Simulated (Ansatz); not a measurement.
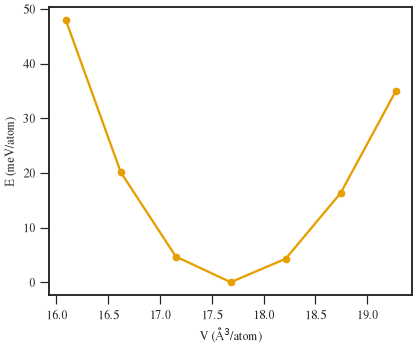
Fig. 1. AlAs (rock salt, Fm-3m) under volume change, LDA (plane waves, PAW; program Ansatz), scaled uniformly.

**Question.** What does a third-order Birch–Murnaghan fit give for V₀, B₀ and B′?

**Answer.** V₀ = 17.68 Å³/atom, B₀ = 90.9 GPa, B′ = 4.3.

The workflow started from a Materials Project entry (that database holds measured and hypothetical structures alike); the Crystallography Open Database copy checked does not list it. It is not the phase usual at ambient conditions (space group No. 216). The LDA relaxation kept the symmetry of its start; whether a distortion lowers the energy is not shown.

Potentials: the later of the program's two PAW sets.
